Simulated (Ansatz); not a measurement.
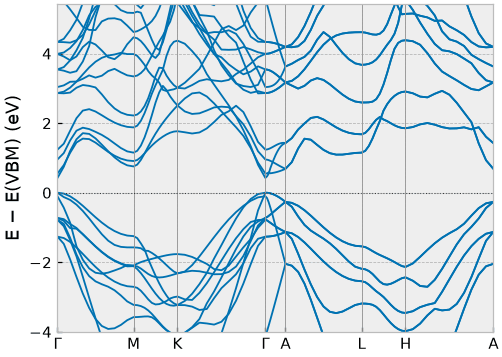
Fig. 1. Band structure from DFT-r²SCAN in the program Ansatz with PAW potentials

Problem. Read off the gap and where the band edges lie.

Solution. About 0.4 eV (0.42 eV by a search for the band edges); maximum at Γ, minimum at Γ.

Problem. Which of these materials gives this?
(A) GaN, wurtzite
(B) CdTe, wurtzite
(C) ZnO, wurtzite
(D) GaSb, P6_3mc (Ga on 2b, Sb on 2b, Ga on 2a, Sb on 2a)

Solution. D, GaSb, P6_3mc (Ga on 2b, Sb on 2b, Ga on 2a, Sb on 2a)

The start of the workflow was typed in or built on a structure type; the Crystallography Open Database copy checked does not list it. It is not the phase usual at ambient conditions (space group No. 216). The cell was relaxed with r²SCAN under the symmetry of its start; its stability against distortions is not shown here. Spin–orbit coupling is left out wherever it is not named.

Potentials: the earlier of the program's two PAW sets.
